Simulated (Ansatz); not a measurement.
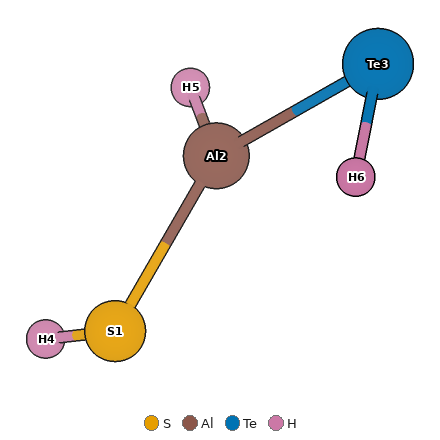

The system is AlH₃STe (SMILES [SH][AlH][TeH]) with the probe HF; the picture shows it without the atoms that are moved over the map. The probe is moved over a plane parallel to the molecule's main plane, 2.70 Å above it. The first coordinate is: x of the probe's F atom; the second: y of the probe's F atom. Nothing is relaxed (molecule and probe rigid, the probe upright with F nearest the plane). The scan uses a 19 × 17 grid. Energies: kJ/mol, counted from molecule and probe far apart, each relaxed in its own basis (no counterpoise correction). Method: RHF/def2-SVPD in Ansatz 0.2.0.

Range: x of the probe's F atom from −4.23 to 4.23 Å; y of the probe's F atom from −3.76 to 3.76 Å.

What will the energy surface look like?

Answer. The lowest grid point is at x of the probe's F atom = −0.47 Å, y of the probe's F atom = 1.41 Å, −9.1 kJ/mol from molecule and probe far apart, each relaxed in its own basis (no counterpoise correction). No other kind of well shows on this grid. The highest grid point, x of the probe's F atom = 1.88 Å, y of the probe's F atom = −0.47 Å, lies 66.2 kJ/mol above the lowest. Near the minimum the well is nearly round, with a curvature of about 0.15 eV/Å².

| y of the probe's F atom ↓, x of the probe's F atom → | −4.23 | −3.29 | −2.35 | −1.41 | −0.47 | 0.47 | 1.41 | 2.35 | 3.29 | 4.23 |
| --- | --- | --- | --- | --- | --- | --- | --- | --- | --- | --- |
| 3.29 | −1.8 | −2.2 | −2.4 | −2.2 | −1.8 | −2.0 | −2.2 | −1.7 | −1.1 | −0.6 |
| 2.35 | −2.4 | −3.0 | −3.5 | −4.6 | −5.3 | −4.7 | −2.6 | −0.7 | −0.2 | −0.2 |
| 1.41 | −2.1 | −0.9 | 0.2 | −3.5 | −9.1 | −5.2 | 6.5 | 11.0 | 6.3 | 1.8 |
| 0.47 | −0.2 | 5.7 | 14.7 | 10.6 | −2.3 | 5.7 | 33.5 | 42.2 | 22.1 | 6.0 |
| −0.47 | 1.8 | 11.1 | 26.7 | 24.2 | 7.7 | 14.7 | 46.0 | 56.6 | 29.6 | 7.8 |
| −1.41 | 2.0 | 8.5 | 17.7 | 15.6 | 5.9 | 8.5 | 24.4 | 29.8 | 15.8 | 4.2 |
| −2.35 | 1.3 | 3.8 | 6.4 | 5.1 | 1.5 | 1.6 | 5.5 | 6.7 | 3.4 | 0.7 |
| −3.29 | 0.9 | 1.5 | 1.8 | 1.2 | 0.0 | −0.6 | −0.2 | 0.0 | −0.3 | −0.4 |

The table holds every second grid line.

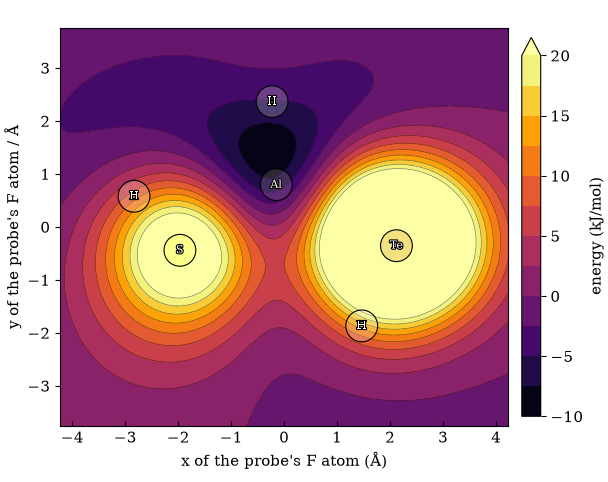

The picture shows filled contours, labelled circles for the molecule's atoms, projected on the plane, one colour for all values above the top of the scale. Between grid points the surface is interpolated.

Each point was launched as `ansatz run input.yaml --threads 1 --pin off --max-ram 2560MiB --backend cpu --events-out ev --progress --plain --runs-dir out`. The whole map (323 points run) took 27 min on 1 thread of Arm Neoverse V2, on a shared host.
